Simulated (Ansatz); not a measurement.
# quartet AlHClO: levels of theory compared

Aim: a comparison of 6 runs (U-wB97X/STO-3G, UB2PLYP/STO-3G, UBLYP/STO-3G, USVWN5/STO-3G, UCCSDT(Q)/STO-3G, UCCSDTQ/STO-3G) of quartet AlHClO. 

The calculation is run with Ansatz 0.2.0.

60 further runs of the same task are left out: 7 that didn't finish, 53 set aside as unsound or not needed.

## (1) The molecule

AlHClO has 4 atoms, charge 0, and is taken as a quartet. SMILES of the parent species: `[O][AlH][Cl]`. The coordinates come from a PBE0-D4/def2-TZVP relaxation. That shape belongs to the parent species and isn't relaxed for this state.

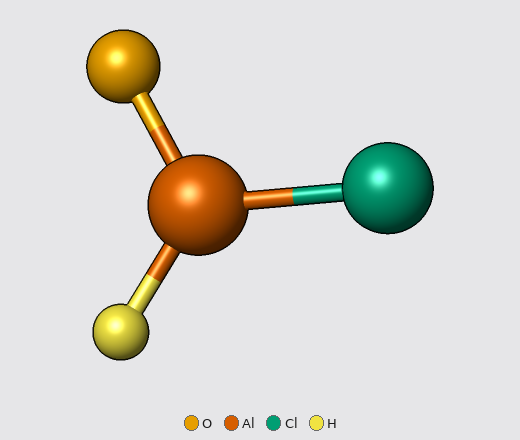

The structure, seen from a chosen angle (oxygen amber, aluminium orange, chlorine teal, hydrogen yellow).

## (2) A single-point energy at U-wB97X/STO-3G (run 1)

run.yaml

```yaml
crystal:
  periodic: [false, false, false]
  atoms:
    - symbol: O
      position_ang: [0.290600, -1.035900, 1.350600]
    - symbol: Al
      position_ang: [0.118400, 0.049000, 0.015600]
    - symbol: Cl
      position_ang: [-1.573200, -0.210600, -1.168800]
    - symbol: H
      position_ang: [1.219700, 1.137300, -0.217800]
basis:
  gaussian: {orbitals: STO-3G}
accuracy: high
magnetization: {spin_polarized: true, initial_magnetization: 3}
hamiltonian: {xc: {name: wB97X}}
```

Run with:

```
$ ansatz run run.yaml --threads 1 --pin off --max-ram 2610MiB --events-out events.jsonl --progress --plain --runs-dir runs
```

The log of the run:

```text
Warning: RAYON_NUM_THREADS=1 ignored (pool sized by the plan → 1); use --threads N
Functional definition: wB97X
  name "wB97X"
  parameter omega = 0.3/bohr
  parameter cx = 0.157706
  parameter cx1 = 0.726479
  parameter cx2 = 1.04760
  parameter cx3 = -5.70635
  parameter cx4 = 13.2794
  parameter css1 = -4.33879
  parameter css2 = 18.2308
  parameter css3 = -31.7430
  parameter css4 = 17.2901
  parameter cos1 = 2.37031
  parameter cos2 = -11.3995
  parameter cos3 = 6.58405
  parameter cos4 = -3.78132
  exchange = spin_sum(e_x_unif_sr(omega)*poly(b97_u_x, 1 - cx, cx1, cx2, cx3, cx4)) + cx*exact_x_sr(omega)
      + exact_x_lr(omega)
  correlation = spin_sum(e_c_pw_same_spin*poly(b97_u_same, 1, css1, css2, css3, css4))
      + integral(e_c_pw_opposite_spin*poly(b97_u_opposite, 1, cos1, cos2, cos3, cos4))
432 factors; integrals over basis functions are off by at most 2.4e-8 eV
154 factors; integrals over basis functions are off by at most 9.3e-10 eV
mean field evaluation 1: about -20929.2574 eV, gradient 1.3e1 eV
mean field evaluation 2: about -20930.6389 eV, gradient 7.9e0 eV
mean field evaluation 4: about -20931.3315 eV, gradient 4.7e-1 eV
mean field evaluation 8: about -20931.3497 eV, gradient 2.3e-2 eV
mean field evaluation 16: about -20931.3497 eV, gradient 6.8e-4 eV
mean field evaluation 32: about -20931.9060 eV, gradient 2.9e-8 eV
mean field -20931.90597474 eV, -769.2333564161 hartree, gradient 2.2e-8 eV, S^2 3.753220; 6 other end points of the search recorded, 0 dependent functions left out
reference -20931.90597361 eV, -769.2333563746 hartree; 21, 18 occupied and 3, 6 virtual orbitals, 432 factors
Total energy: -20931.90597361 eV, -769.2333563746 hartree
```

Wall time 17 s (1 thread of Arm Neoverse V1, shared host); peak memory 0.43 GiB.

## (3) The energy at UB2PLYP/STO-3G (run 2)

in.yaml

```yaml
crystal:
  periodic: [false, false, false]
  atoms:
    - {symbol: O, position_ang: [0.290600, -1.035900, 1.350600]}
    - {symbol: Al, position_ang: [0.118400, 0.049000, 0.015600]}
    - {symbol: Cl, position_ang: [-1.573200, -0.210600, -1.168800]}
    - {symbol: H, position_ang: [1.219700, 1.137300, -0.217800]}
basis:
  gaussian:
    orbitals: STO-3G
magnetization:
  spin_polarized: true
  initial_magnetization: 3
hamiltonian:
  xc: {name: B2PLYP}
correlation:
  frozen_orbitals: {Al: 5, Cl: 5, H: 0, O: 1}
accuracy: high
```

Run with:

```
$ ansatz run in.yaml --threads 1 --pin off --max-ram 2610MiB --events-out events.jsonl --progress --plain --runs-dir runs
```

The log of the run, cut to the lines that bear on the results:

```text
Warning: RAYON_NUM_THREADS=1 ignored (pool sized by the plan → 1); use --threads N
Functional definition: B2PLYP
  name "B2PLYP"
[...]
432 factors; integrals over basis functions are off by at most 2.4e-8 eV
[...]
mean field -20921.52224490 eV, -768.8517613831 hartree, gradient 2.2e-8 eV, S^2 3.756781; 8 other end points of the search recorded, 0 dependent functions left out
11 core orbitals not correlated: weight in the atoms' cores, before any rotation towards them, 0.999 or more for the frozen orbitals, at most 0.000 for the correlated occupied ones
reference -20921.52226143 eV, -768.8517619905 hartree; 10, 7 occupied and 3, 6 virtual orbitals, 432 factors
second order -1.19787033 eV of doubles, -0.00000000 eV of singles
Total energy: -20921.84568642 eV, -768.8636476397 hartree
```

Run time: 5.4 s. Hardware: 1 thread of Arm Neoverse V1, shared host; peak memory 0.14 GiB.

## (4) The energy at UBLYP/STO-3G (run 3)

molecule.yaml

```yaml
crystal:
  periodic: [false, false, false]
  atoms:
    - {symbol: O, position_ang: [0.290600, -1.035900, 1.350600]}
    - {symbol: Al, position_ang: [0.118400, 0.049000, 0.015600]}
    - {symbol: Cl, position_ang: [-1.573200, -0.210600, -1.168800]}
    - {symbol: H, position_ang: [1.219700, 1.137300, -0.217800]}
basis:
  gaussian: {orbitals: STO-3G}
magnetization: {spin_polarized: true, initial_magnetization: 3}
hamiltonian: {xc: {name: BLYP}}
accuracy: high
```

Run with:

```
$ ansatz run molecule.yaml --threads 1 --pin off --max-ram 2610MiB --events-out events.jsonl --progress --plain --runs-dir runs
```

The log of the run, cut to the lines that bear on the results:

```text
Warning: RAYON_NUM_THREADS=1 ignored (pool sized by the plan → 1); use --threads N
Functional definition: BLYP
  name "BLYP"
[...]
432 factors; integrals over basis functions are off by at most 2.4e-8 eV
[...]
mean field -20929.84014072 eV, -769.1574384163 hartree, gradient 5.1e-8 eV, S^2 3.751527; 10 other end points of the search recorded, 0 dependent functions left out
reference -20929.84017578 eV, -769.1574397046 hartree; 21, 18 occupied and 3, 6 virtual orbitals, 432 factors
Total energy: -20929.84017578 eV, -769.1574397046 hartree
```

Wall time 6.9 s (1 thread of Arm Neoverse V1, shared host); peak memory 0.14 GiB.

Runs 4 to 5 aren't shown in full; the table further down has their settings and results.

## (5) A single-point energy at UCCSDTQ/STO-3G (run 6)

input.yaml

```yaml
crystal:
  periodic: [false, false, false]
  atoms:
    - {symbol: O, position_ang: [0.290600, -1.035900, 1.350600]}
    - {symbol: Al, position_ang: [0.118400, 0.049000, 0.015600]}
    - {symbol: Cl, position_ang: [-1.573200, -0.210600, -1.168800]}
    - {symbol: H, position_ang: [1.219700, 1.137300, -0.217800]}
basis:
  gaussian: {orbitals: STO-3G}
magnetization: {spin_polarized: true, initial_magnetization: 3}
correlation: {method: ccsdtq, frozen_orbitals: {Al: 5, Cl: 5, H: 0, O: 1}}
accuracy: high
scf: {omitted_lower_state_checks: [cluster_reference, increment]}
```

Run with:

```
$ ansatz run input.yaml --threads 1 --pin off --max-ram 2610MiB --events-out events.jsonl --progress --plain --runs-dir runs
```

The log of the run:

```text
Warning: RAYON_NUM_THREADS=1 ignored (pool sized by the plan → 1); use --threads N
[... 15 lines left out ...]
11 core orbitals not correlated: weight in the atoms' cores, before any rotation towards them, 0.999 or more for the frozen orbitals, at most 0.000 for the correlated occupied ones
[... 74 lines left out ...]
Total energy: -20896.19288826 eV, -767.9209246952 hartree
Checks for a lower state left out: cluster_reference, increment
```

Wall time 1.7 min (1 thread of Arm Neoverse V1, shared host); peak memory 0.51 GiB.

## (6) Overview of the runs

| run | level | frozen core orbitals | energy (Eh) | ⟨S²⟩ | wall time |
| --- | --- | --- | --- | --- | --- |
| 1 | U-wB97X/STO-3G | – | -769.233356 | 3.753 | 17 s |
| 2 | UB2PLYP/STO-3G | 11 | -768.863648 | 3.757 | 5.4 s |
| 3 | UBLYP/STO-3G | – | -769.157440 | 3.752 | 6.9 s |
| 4 | USVWN5/STO-3G | – | -766.090173 | 3.752 | 3.6 s |
| 5 | UCCSDT(Q)/STO-3G | 11 | -767.920922 | 3.783 | 2.4 s |
| 6 | UCCSDTQ/STO-3G | 11 | -767.920925 | 3.783 | 1.7 min |

## (7) Outcome

```
                                           quantity          value
                                run 6: total energy  -767.92092 Eh
run 6: correlation energy (11 core orbitals frozen)      -43.5 mEh
           run 6: ⟨S²⟩ of the reference determinant          3.783
                               run 6: T1 diagnostic          0.020
```

What this shows: Totals of different functionals can't be ranked against each other. In runs 1, 2, 3, 4, 5, 6 the basis is minimal, so the values are rough. All runs together took 2.3 min, the longest 1.7 min.
